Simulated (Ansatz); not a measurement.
## Hypothetical diamond Ir, pressure series

Base system: Ir in the diamond structure (space group Fd-3m, No. 227; a hypothetical phase, not in the database extracts checked).

Ir is taken in the cubic space group Fd-3m, origin choice 1 (No. 227), the diamond structure, Pearson symbol cF8. Lattice parameters: a = 5.5674 Å, b = 5.5674 Å, c = 5.5674 Å, α = 90.00°, β = 90.00°, γ = 90.00°. Ir on 8a sees 4 Ir at 2.411 Å (tetrahedral). (Neighbours: up to the widest gap in distance over summed covalent radii, below 1.35, at either atom.)
(The calculation used a cell of 2 atoms; values per cell refer to that cell.)

Cell and atoms are relaxed at each pressure.

The values are results of PBE (Ansatz, a program for electronic structure), no SOC, not measurements.

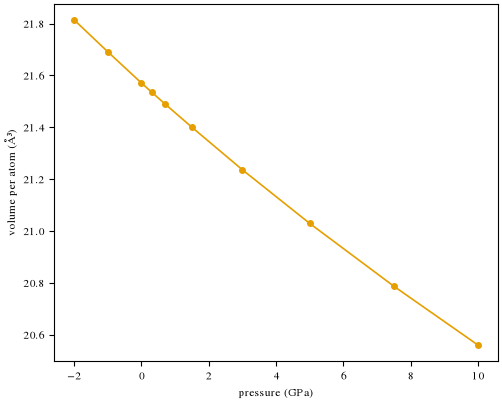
Fig. 1. Volume per atom against pressure

Q: From the plot, what is the volume per atom for pressure 7.5 GPa?

A: About 20.8 Å³.

Q: Is the trend monotonic over the range shown?

A: Yes, it falls throughout, spanning 20.56 Å³ to 21.81 Å³.

Load acts through the strain it causes; cell and atoms are relaxed under it. Whether these cells are dynamically stable was not tested. No other phases were tried under pressure. All final runs are without spin polarisation.
